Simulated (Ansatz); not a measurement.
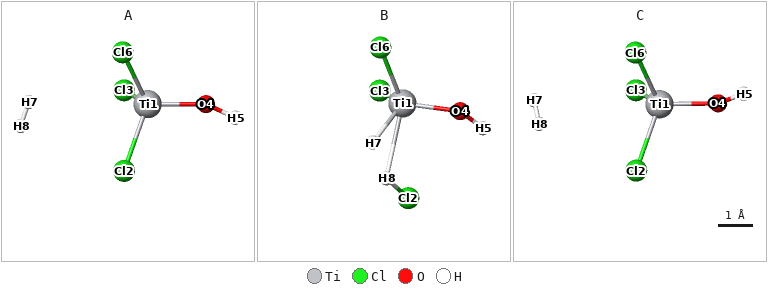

3 geometries from a converged minimum-energy path of TiH₃OCl₃, made up at the start of TiHOCl₃ and H2, shuffled. A ball-and-stick model, seen from a free direction.

Method: RKS PBE0-D4/def2-SVP (Ansatz). Run with 5 movable images; climbing image; force threshold 0.05 eV/Å; iteration limit 60; starting path through a guess of the saddle point.

> Which of them lies highest in energy?

B. In order along the path, whose images run from 0 to 6: C (image 0, 0.0 kJ/mol), A (image 1, +0.3 kJ/mol), B (image 5, +154.9 kJ/mol). Breaking: H7–H8 (0.76 → 1.34 at the top → 2.00 Å), Ti1–Cl2 (2.18 → 2.92 at the top → 3.87 Å). Forming: Cl2–H8 (3.22 → 1.36 at the top → 1.30 Å), Ti1–H7 (3.69 → 1.72 at the top → 1.68 Å).

Limits of the set-up: the start holds two separate molecules, 3.2 Å apart at their closest, whose relative position is a soft coordinate.
